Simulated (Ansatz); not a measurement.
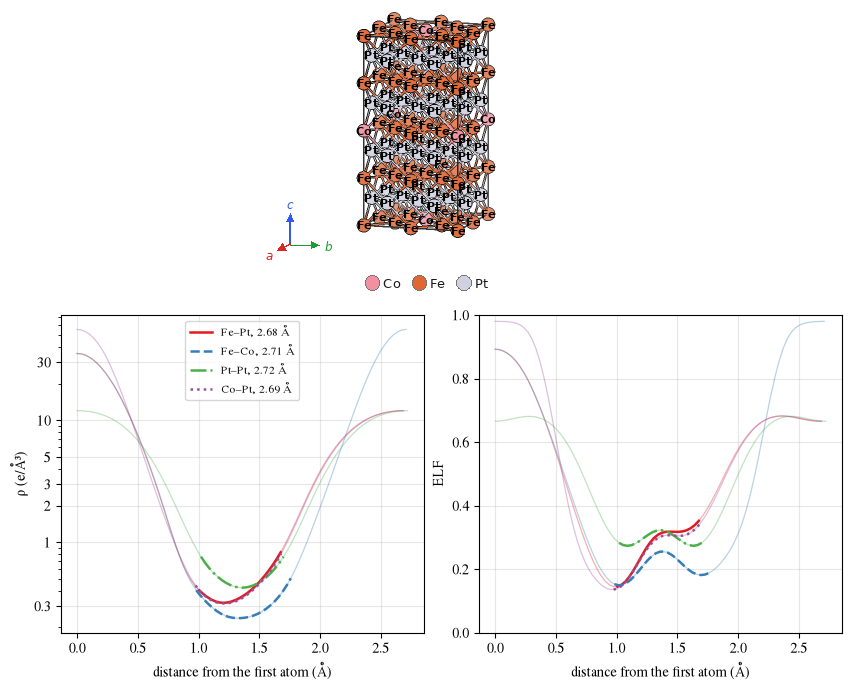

*Fe15CoPt16. Valence electron density and ELF along straight lines between neighbouring atoms. Thin, pale parts lie inside the atomic spheres. The structure is drawn too.*

Space group I4/mmm; a generated structure, not necessarily the stable one; spin-polarised.

Theory: DFT PBE, scalar-relativistic, plane waves, PAW (Ansatz).

In a PAW calculation such maps are meaningful between the atoms, not at the nuclei.

Fe15CoPt16, 64 atoms, a = 7.72 Å, b = 7.72 Å, c = 15.05 Å, α = 90.00°, β = 90.00°, γ = 90.00°.

Compare the contacts.

Fe–Pt (2.68 Å): the density is about 0.35 e/Å³ at the midpoint; the ELF is about 0.30 at the midpoint.
Fe–Co (2.71 Å): ρ at the midpoint is about 0.24 e/Å³; the ELF is about 0.25 at the midpoint: no shared electron pair shows on this line.
Pt–Pt (2.72 Å): ρ is about 0.42 e/Å³ halfway; the ELF is about 0.30 at the midpoint (no shared electron pair shows on this line).
Co–Pt (2.69 Å): ρ is about 0.34 e/Å³ halfway; the ELF is about 0.30 at the midpoint (no shared electron pair shows on this line).
